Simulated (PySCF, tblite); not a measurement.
# C₅H₇BClN₂ radical: geometry, infrared bands and EPR parameters

What infrared bands and EPR parameters should C₅H₇BClN₂ radical (`C=C[C](C)NB(Cl)C#N`) show?

The runs use tblite 0.8.0 and PySCF 2.14.0, with density-fitted response routines of our own; the level of theory stands in each step. All values are computed, except where a source is named. Atoms count from 0, in the outputs and in this text.

### 1 Starting geometry

16 atoms, charge 0, multiplicity 2; geometry from: force field or distance geometry start.

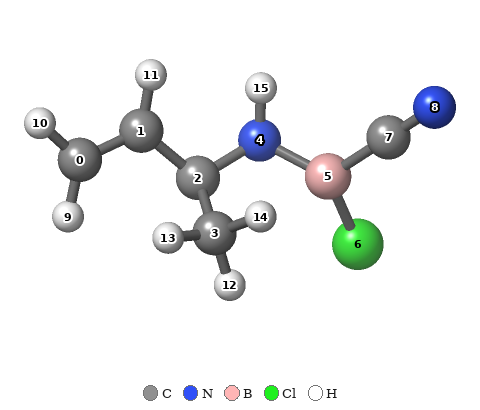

The starting geometry (carbon grey, nitrogen blue, boron pink, chlorine green, hydrogen white), atoms numbered.

### 2 Relaxing the molecule with GFN2-xTB

The job: settings as JSON, then the geometry in Å.

```
{"job": {"kind": "relax", "xc": "GFN2-xTB", "basis": "xTB"}, "charge": 0, "multiplicity": 2}
C     -2.593900     0.237300    -0.583600
C     -1.295800     0.413500    -0.798500
C     -0.327800    -0.539600    -0.145700
C     -0.534300    -0.427200     1.332900
N      1.037100    -0.337500    -0.536100
B      2.010700    -0.443300     0.596500
Cl     2.594400    -2.170400     0.975100
C      3.037400     0.675600     0.895400
N      3.826100     1.514200     1.105800
H     -3.000300    -0.567700     0.042600
H     -3.268300     0.963600    -1.079600
H     -0.939500     1.220500    -1.411400
H     -0.355200    -1.381500     1.871500
H     -1.552200    -0.035200     1.505200
H      0.172500     0.327000     1.791500
H      1.181600     0.559600    -1.037900
```

On the command line:

```console
$ OMP_NUM_THREADS=1 python probes_run.py task.json out
```

The driver reads the jobs from task.json and runs them one after another.

Output:

```text
step      E/eV     max force
  0    -701.41100    3.695
  1    -701.78121    6.503
  2    -702.05138    3.967
  3    -702.39898    1.323
  4    -702.51312    0.736
  5    -702.60225    1.048
  6    -702.74082    1.029
  7    -702.84159    1.170
  8    -702.91472    0.837
  9    -702.96556    0.584
 10    -703.01387    0.665
 11    -703.05881    0.560
 12    -703.09393    0.433
 13    -703.11857    0.525
 14    -703.13805    0.472
 15    -703.16097    0.661
 16    -703.18589    0.377
 17    -703.21087    0.343
 18    -703.23455    0.413
 19    -703.26011    0.410
 20    -703.28564    0.337
 21    -703.30758    0.305
 22    -703.32439    0.303
 23    -703.34260    0.326
 24    -703.36438    0.377
 25    -703.38690    0.422
 26    -703.40588    0.425
 27    -703.42227    0.372
 28    -703.43051    1.311
 29    -703.44883    0.338
 30    -703.46356    0.263
 31    -703.49156    0.600
 32    -703.50067    0.262
 33    -703.51538    0.256
 34    -703.52620    0.376
 35    -703.53883    0.233
 36    -703.54837    0.329
 37    -703.55363    0.475
 38    -703.55782    0.175
 39    -703.56065    0.124
 40    -703.56517    0.136
 41    -703.56785    0.136
 42    -703.57177    0.159
 43    -703.57528    0.167
 44    -703.57896    0.127
 45    -703.58200    0.126
 46    -703.58501    0.118
 47    -703.58820    0.153
 48    -703.59204    0.235
 49    -703.59639    0.220
 50    -703.60138    0.224
 51    -703.60654    0.209
 52    -703.61240    0.340
 53    -703.61754    0.242
 54    -703.62332    0.196
 55    -703.62772    0.199
 56    -703.63233    0.162
 57    -703.63641    0.242
 58    -703.64133    0.269
 59    -703.64570    0.201
 60    -703.64960    0.126
 61    -703.65125    0.188
 62    -703.65291    0.206
 63    -703.65438    0.228
 64    -703.65561    0.196
 65    -703.65655    0.173
 66    -703.65756    0.122
 67    -703.65870    0.092
 68    -703.65975    0.077
 69    -703.66046    0.085
 70    -703.66103    0.077
 71    -703.66169    0.089
 72    -703.66250    0.067
 73    -703.66312    0.140
 74    -703.66356    0.059
 75    -703.66393    0.057
 76    -703.66458    0.046
 77    -703.66518    0.049
 78    -703.66582    0.043
 79    -703.66627    0.064
 80    -703.66663    0.047
 81    -703.66693    0.077
 82    -703.66716    0.034
 83    -703.66733    0.030
 84    -703.66749    0.030
 85    -703.66771    0.033
 86    -703.66799    0.036
 87    -703.66829    0.035
 88    -703.66855    0.042
 89    -703.66875    0.065
 90    -703.66894    0.079
 91    -703.66915    0.093
 92    -703.66936    0.078
 93    -703.66954    0.080
 94    -703.66971    0.056
 95    -703.66996    0.046
 96    -703.67036    0.051
 97    -703.67083    0.051
 98    -703.67118    0.047
 99    -703.67137    0.044
100    -703.67153    0.051
101    -703.67173    0.057
102    -703.67194    0.041
103    -703.67210    0.024
104    -703.67219    0.043
105    -703.67228    0.058
106    -703.67240    0.066
107    -703.67262    0.062
108    -703.67291    0.052
109    -703.67323    0.046
110    -703.67354    0.042
111    -703.67382    0.040
112    -703.67402    0.048
113    -703.67420    0.062
114    -703.67439    0.080
115    -703.67464    0.078
116    -703.67495    0.067
117    -703.67532    0.045
118    -703.67572    0.045
119    -703.67614    0.060
120    -703.67643    0.121
121    -703.67616    0.108
122    -703.67693    0.065
123    -703.67708    0.069
124    -703.67729    0.052
125    -703.67736    0.024
126    -703.67750    0.027
127    -703.67766    0.040
128    -703.67777    0.031
129    -703.67783    0.017
130    -703.67788    0.020
131    -703.67794    0.027
132    -703.67801    0.027
133    -703.67807    0.016
134    -703.67809    0.011
135    -703.67812    0.012
136    -703.67815    0.014
137    -703.67819    0.013
138    -703.67822    0.008
```

Wall time 1.2 s (1 thread of Arm Neoverse V1, shared host); peak memory 0.18 GiB.

Along the way: (not every step is listed)

| step | energy from step 0 (eV) | largest force (eV/Å) |
| --- | --- | --- |
| 0 | 0.0000 | 3.6951 |
| 1 | -0.3702 | 6.5032 |
| 2 | -0.6404 | 3.9671 |
| 3 | -0.9880 | 1.3225 |
| 4 | -1.1021 | 0.7361 |
| 5 | -1.1913 | 1.0479 |
| 6 | -1.3298 | 1.0292 |
| 7 | -1.4306 | 1.1701 |
| 8 | -1.5037 | 0.8375 |
| 20 | -1.8746 | 0.3372 |
| 32 | -2.0897 | 0.2623 |
| 44 | -2.1680 | 0.1267 |
| 56 | -2.2213 | 0.1617 |
| 68 | -2.2488 | 0.0774 |
| 80 | -2.2556 | 0.0472 |
| 92 | -2.2584 | 0.0779 |
| 104 | -2.2612 | 0.0428 |
| 116 | -2.2640 | 0.0668 |
| 128 | -2.2668 | 0.0314 |
| 133 | -2.2671 | 0.0164 |
| 134 | -2.2671 | 0.0114 |
| 135 | -2.2671 | 0.0119 |
| 136 | -2.2672 | 0.0136 |
| 137 | -2.2672 | 0.0127 |
| 138 | -2.2672 | 0.0084 |

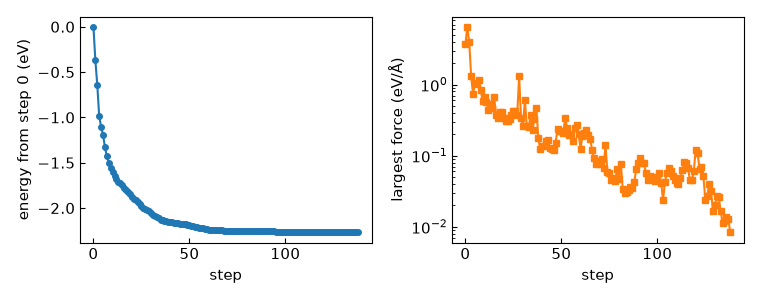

Energy and largest force along the relaxation.

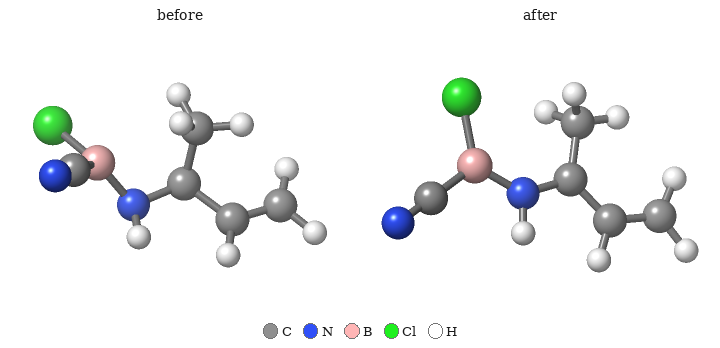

Before and after, at one scale.

Distances of close pairs at the start and the end, largest changes first:

| bond | before (Å) | after (Å) | change (Å) |
| --- | --- | --- | --- |
| B5–Cl6 | 1.862 | 1.740 | -0.122 |
| C1–C2 | 1.507 | 1.406 | -0.101 |
| N4–B5 | 1.497 | 1.413 | -0.085 |
| C2–N4 | 1.434 | 1.369 | -0.065 |
| C3–H14 | 1.131 | 1.090 | -0.041 |
| C0–H10 | 1.108 | 1.074 | -0.034 |
| C0–C1 | 1.328 | 1.355 | +0.028 |
| B5–C7 | 1.548 | 1.521 | -0.026 |

The next job starts from the end point, and lists it.

### 3 Vibrational analysis with GFN2-xTB

The job: settings as JSON, then the geometry in Å.

```
{"job": {"kind": "ir", "xc": "GFN2-xTB", "basis": "xTB"}, "charge": 0, "multiplicity": 2}
C     -2.583823     0.367638    -0.732682
C     -1.237562     0.519036    -0.701259
C     -0.337413    -0.011474     0.239525
C     -0.748465    -0.856272     1.391163
N      0.991026     0.273878     0.070002
B      2.178700    -0.052644     0.761621
Cl     2.265181    -1.037860     2.193636
C      3.478259     0.505168     0.201001
N      4.460350     0.926973    -0.224157
H     -3.126928    -0.203073    -0.002151
H     -3.167377     0.825881    -1.509637
H     -0.789561     1.117429    -1.488722
H     -0.268638    -1.833537     1.337683
H     -1.823554    -0.994543     1.404037
H     -0.439990    -0.396670     2.330025
H      1.142197     0.859013    -0.746529
```

Output:

```text
mode    cm-1     km/mol
  1      38.1      0.09
  2      79.9      4.22
  3      90.2      5.79
  4     146.2      4.25
  5     159.8      2.02
  6     181.5      2.07
  7     240.7      0.14
  8     263.0      8.26
  9     320.7      0.16
 10     395.2      0.75
 11     408.2      0.64
 12     451.6      5.86
 13     491.9      1.72
 14     545.5      0.34
 15     585.7      1.65
 16     606.8     28.42
 17     754.8     73.38
 18     797.7     24.35
 19     832.1      4.92
 20     948.4     21.97
 21     981.8     96.98
 22     994.0     21.44
 23    1014.2      1.41
 24    1037.0     33.62
 25    1201.2     56.77
 26    1257.0     12.55
 27    1309.3      6.90
 28    1368.8      2.84
 29    1382.6      9.61
 30    1412.0     18.81
 31    1429.8      9.71
 32    1448.8     14.46
 33    1476.3     21.34
 34    1541.0     70.89
 35    2315.4    342.26
 36    2993.0      9.46
 37    3011.5     10.08
 38    3019.4     40.42
 39    3081.9      8.66
 40    3128.6      7.23
 41    3155.8     31.27
 42    3358.1      2.71
```

Wall time 0.65 s (1 thread of Arm Neoverse V1, shared host); peak memory 0.18 GiB.

The strongest bands and the atoms that carry them (share of the mass-weighted mode):

| cm⁻¹ | km/mol | atoms |
| --- | --- | --- |
| 755 | 73.4 | H15 77 %, N4 17 % |
| 982 | 97.0 | B5 45 % |
| 1037 | 33.6 | H9 16 %, C1 14 %, H10 13 %, C3 11 % |
| 1201 | 56.8 | B5 52 %, N4 13 %, H15 13 %, C2 12 % |
| 1541 | 70.9 | C1 39 %, C0 34 % |
| 2315 | 342.3 | C7 58 %, N8 41 % |
| 3019 | 40.4 | H11 92 % |
| 3156 | 31.3 | H10 55 %, H9 35 % |

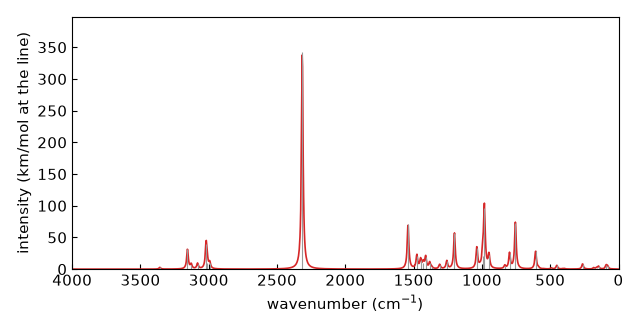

The infrared spectrum from these modes, unscaled. Lines are broadened to a width of 14 cm⁻¹ (Lorentzian).

### 4 g tensor and hyperfine couplings: B3LYP/pcH-1

The job, as its differences from that of step 3:

```diff
@@ -1,2 +1,2 @@
-{"job": {"kind": "ir", "xc": "GFN2-xTB", "basis": "xTB"}, "charge": 0, "multiplicity": 2}
+{"job": {"kind": "epr", "basis": "pcH-1"}, "charge": 0, "multiplicity": 2}
 C     -2.583823     0.367638    -0.732682
```

With the program's defaults for keys left out, this is: UKS B3LYP, pcH-1 on B C Cl H N, non-relativistic, mean-field spin-orbit, GIAO.

Output:

```text
UKS, coarse grid
  cycle   1  E = -789.28426520  |g| = 4.04e-01
  cycle   2  E = -789.12064984  |g| = 7.12e-01
  cycle   3  E = -789.35015971  |g| = 1.93e-01
  cycle   4  E = -789.36567288  |g| = 5.78e-02
  cycle   5  E = -789.36701705  |g| = 2.45e-02
  cycle   6  E = -789.36738220  |g| = 7.28e-03
  cycle   7  E = -789.36743660  |g| = 5.49e-03
  cycle   8  E = -789.36746179  |g| = 1.94e-03
  cycle   9  E = -789.36746650  |g| = 1.01e-03
  cycle  10  E = -789.36746727  |g| = 2.31e-04
UKS, final grid
  cycle   1  E = -789.36746275  |g| = 2.48e-04
  cycle   2  E = -789.36746273  |g| = 3.81e-04
  cycle   3  E = -789.36746279  |g| = 5.00e-05
  cycle   4  E = -789.36746280  |g| = 4.37e-05
  cycle   5  E = -789.36746280  |g| = 2.90e-05
E = -789.36746280 Eh   <S^2> = 0.7731 (exact 0.7500)
g shifts (ppm)      1          2          3
  rmc          -146       -146       -146
  gc             -3         30         34
  oz_so         -35       1356       2382
  total        -184       1240       2270
hyperfine (MHz)  atom isotope    a_iso     a_fc   dipolar eigenvalues
    0   13C      42.94      42.99    -41.02    -39.39     80.40
    1   13C     -42.00     -42.02    -24.12      9.37     14.75
    2   13C      53.55      53.62    -47.33    -46.77     94.10
    3   13C     -18.07     -18.08     -0.80      0.22      0.57
    4   14N      -7.72      -7.71     -1.26      0.23      1.03
    5   11B      11.16      11.10    -11.07     -9.63     20.69
    6  35Cl       2.08       2.07     -7.43     -5.53     12.96
    7   13C     -13.96     -13.96     -3.43     -0.09      3.52
    8   14N       1.43       1.43     -3.05     -2.36      5.41
    9    1H     -32.09     -32.10    -17.27     -1.02     18.29
   10    1H     -33.89     -33.90    -19.99     -0.16     20.16
   11    1H       9.85       9.85     -4.37     -1.53      5.91
   12    1H      52.20      52.20     -3.06     -1.61      4.67
   13    1H       1.44       1.44     -2.97     -1.14      4.11
   14    1H      51.35      51.35     -3.07     -1.60      4.67
   15    1H       1.93       1.94     -2.96     -0.62      3.57
```

Run time: 2.4 min. Hardware: 1 thread of Arm Neoverse V1, shared host; peak memory 1 GiB.

Principal g values 2.00213, 2.00356, 2.00459; g(iso) = 2.00343, against 2.00232 for a free electron.

Mean a(iso) over the nuclei that a row names, and the largest dipolar term of the row (other rows stand at the frozen geometry):

| nuclei | isotope | a(iso) (MHz) | a(iso) (G, at g = 2.0023) | largest dipolar term (MHz) |
| --- | --- | --- | --- | --- |
| C2 | 13C | 53.6 | 19.1 | 94.1 |
| C0 | 13C | 42.9 | 15.3 | 80.4 |
| C1 | 13C | -42.0 | -15.0 | -24.1 |
| H12, H13, H14 | 1H | 35.0 | 12.5 | 4.7 |
| H10 | 1H | -33.9 | -12.1 | 20.2 |
| H9 | 1H | -32.1 | -11.4 | 18.3 |
| C3 | 13C | -18.1 | -6.4 | -0.8 |
| C7 | 13C | -14.0 | -5.0 | 3.5 |
| B5 | 11B | 11.2 | 4.0 | 20.7 |
| H11 | 1H | 9.8 | 3.5 | 5.9 |
| N4 | 14N | -7.7 | -2.8 | -1.3 |
| Cl6 | 35Cl | 2.1 | 0.7 | 13.0 |
| H15 | 1H | 1.9 | 0.7 | 3.6 |
| N8 | 14N | 1.4 | 0.5 | 5.4 |

Mulliken spin populations:

C0 0.54; C1 -0.23; C2 0.54; C3 -0.04; N4 -0.05; B5 0.18; Cl6 0.02; C7 -0.04; N8 0.06; H9 -0.02; H10 -0.02; H11 0.01; H12 0.02; H13 0.00; H14 0.02; H15 0.00

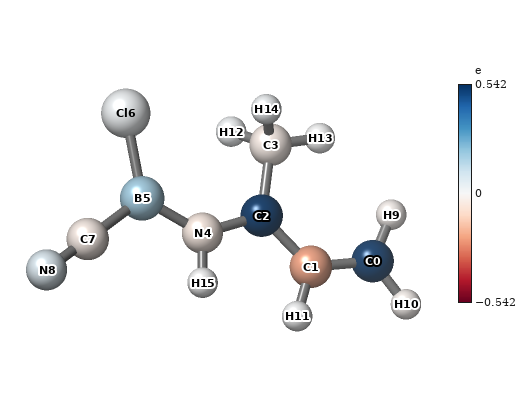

Mulliken spin populations, as colours on the atoms.

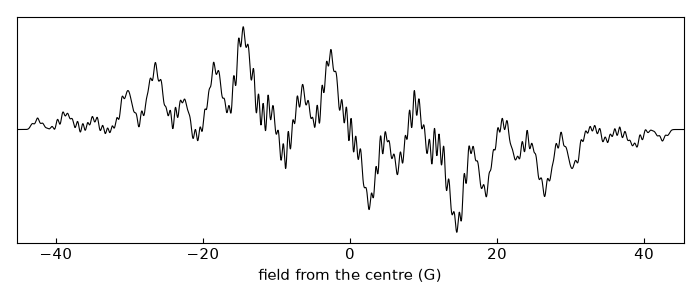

First-order isotropic spectrum (first derivative, main isotopes with spin only, couplings over 0.8 MHz, Gaussian width 0.3 G; couplings of the frozen geometry, rotation of groups not averaged beyond the rows shown).

The fields below are evaluated on a grid from the run's orbitals.

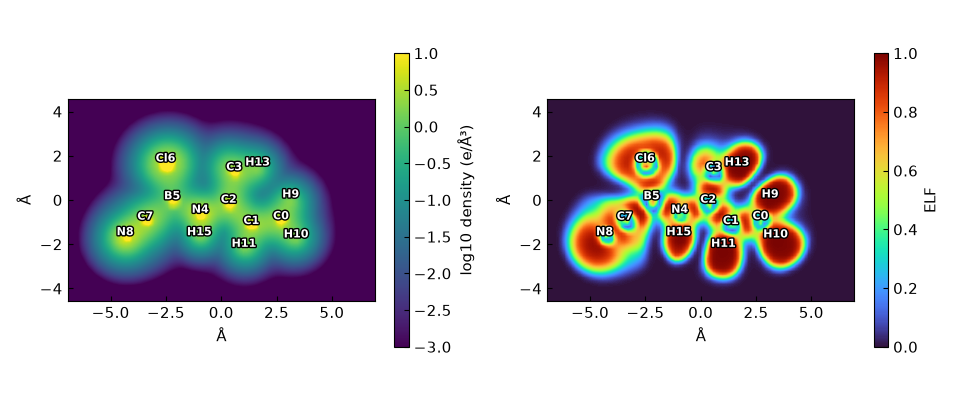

Density (left) and ELF (right) in a plane through or near 14 of the atoms.

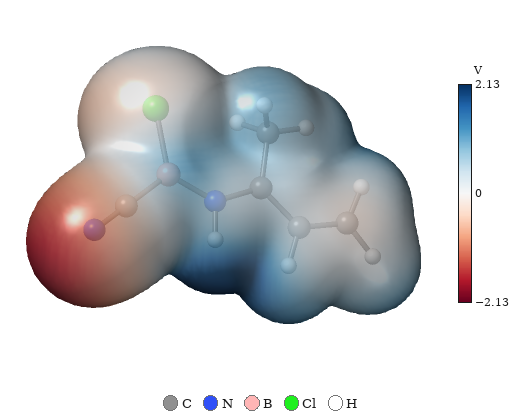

Electrostatic potential on the surface of density 0.002 e/bohr³; red is low, blue high. It runs from -1.70 V near N8 to 2.13 V near H15.

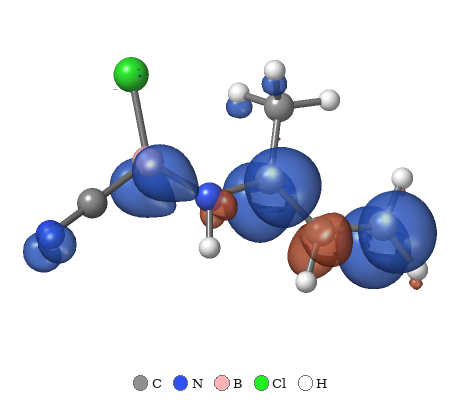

Spin density at ±0.03 e/Å³ (alpha excess blue, beta excess red).

### 5 Outcome

| quantity | value |
| --- | --- |
| strongest single infrared mode (GFN2-xTB) | 2315 cm⁻¹, 342 km/mol |
| zero-point energy (GFN2-xTB) | 71.8 kcal/mol |
| g(iso) (B3LYP) | 2.00343 |
| ⟨S²⟩ | 0.773 (exact 0.75) |
| largest a(iso) (averaged by class) | 13C on C2, 53.6 MHz |
| potential on the surface of density 0.002 e/bohr³, 1st and 99th percentile | -1.70 V and 2.13 V |

In words: Over 138 steps the energy fell by 2.267 eV; of the close pairs, B5–Cl6 changed most, 1.862 to 1.740 Å. All 42 modes are real, so the xTB geometry is a minimum. The strongest single mode, at 2315 cm⁻¹, moves mainly C7 and N8. Unscaled tight-binding wavenumbers are off by several per cent, some by more. Its intensities can rank the bands wrongly. The largest spin populations lie on C0 (0.54 e), C2 (0.54 e). The isotropic g lies 1.1 ppt above the free-electron value. These values are for one conformer; the search (at its own cheap level) found 2 more, at 1.21, 4.26 kcal/mol, and measured spectra average over such forms.
